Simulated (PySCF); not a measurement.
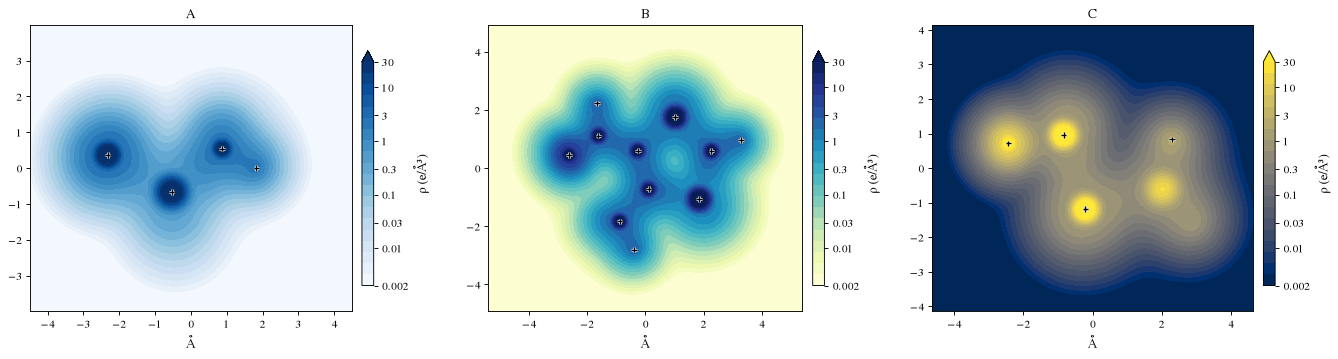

The electron density of 3 systems, each on a plane through atoms (crosses mark nuclei in the plane).

Level of theory: PySCF 2.14.0, CAM-B3LYP/def2-SVPD, SCF density, gas phase.

System 1: CH₄Cl₂Si (SMILES C[SiH](Cl)Cl), the plane of atoms C1, Si2 and Cl3. Geometry: PBE0-D3(BJ)/def2-SVP.

```xyz
8

C    -1.0053   -0.2227   -0.0538
Si    0.7936    0.1693    0.1677
Cl    1.9277   -1.2123   -0.8655
Cl    1.1940    2.0494   -0.5858
H    -1.2777   -0.1874   -1.1191
H    -1.2222   -1.2317    0.3300
H    -1.6257    0.5045    0.4923
H     1.2338    0.1498    1.5851
```

System 2: F₂Ge₂H₆P₂, the plane of atoms F1, P2 and P4. Geometry: PBE0-D3(BJ)/def2-SVP.

```xyz
12

F     2.7246   -1.3787    1.2494
P     1.1104   -1.3695    1.2579
F     0.8596   -2.8742    0.7151
P     0.7971   -0.3462   -0.7000
Ge   -1.4962   -0.7851   -0.6477
Ge    0.6817    1.7910    0.2321
H    -2.2219    0.4201   -1.2673
H    -1.9760   -0.9941    0.8036
H    -1.7560   -2.0553   -1.4680
H     0.0814    1.7574    1.6519
H    -0.2024    2.6435   -0.6916
H     2.1049    2.3671    0.2859
```

System 3: C₅H₅OPS (SMILES Cc1pcsc1C=O), the plane of atoms P3, C4 and H12. Geometry: GFN2-xTB.

```json
{"atom": "C", "x (Å)": "-1.0821", "y (Å)": "-1.3356", "z (Å)": "-0.5915"}
{"atom": "C", "x (Å)": "0.1308", "y (Å)": "-0.5706", "z (Å)": "-0.1829"}
{"atom": "P", "x (Å)": "1.7403", "y (Å)": "-1.3110", "z (Å)": "-0.2484"}
{"atom": "C", "x (Å)": "2.5127", "y (Å)": "0.1008", "z (Å)": "0.3321"}
{"atom": "S", "x (Å)": "1.5711", "y (Å)": "1.4736", "z (Å)": "0.6946"}
{"atom": "C", "x (Å)": "0.0635", "y (Å)": "0.7328", "z (Å)": "0.2597"}
{"atom": "C", "x (Å)": "-1.1332", "y (Å)": "1.5373", "z (Å)": "0.3960"}
{"atom": "O", "x (Å)": "-2.2576", "y (Å)": "1.1814", "z (Å)": "0.1374"}
{"atom": "H", "x (Å)": "-0.8116", "y (Å)": "-2.3416", "z (Å)": "-0.9056"}
{"atom": "H", "x (Å)": "-1.7902", "y (Å)": "-1.3909", "z (Å)": "0.2349"}
{"atom": "H", "x (Å)": "-1.5946", "y (Å)": "-0.8257", "z (Å)": "-1.4069"}
{"atom": "H", "x (Å)": "3.5736", "y (Å)": "0.1918", "z (Å)": "0.4884"}
{"atom": "H", "x (Å)": "-0.9271", "y (Å)": "2.5582", "z (Å)": "0.7744"}
```

Match each panel to its system.

Panel A is system 1, CH₄Cl₂Si: the plane holds C, Si, Cl and H. C–Si (1.85 Å): the density is about 1 e/Å³ at the midpoint. Panel B is system 3, C₅H₅OPS: the plane holds C, P, S, O and H. C–O (1.21 Å): ρ is about 3.3 e/Å³ halfway. Panel C is system 2, F₂Ge₂H₆P₂: the plane holds F, P and H. P–F (1.61 Å): ρ is about 1.2 e/Å³ halfway.
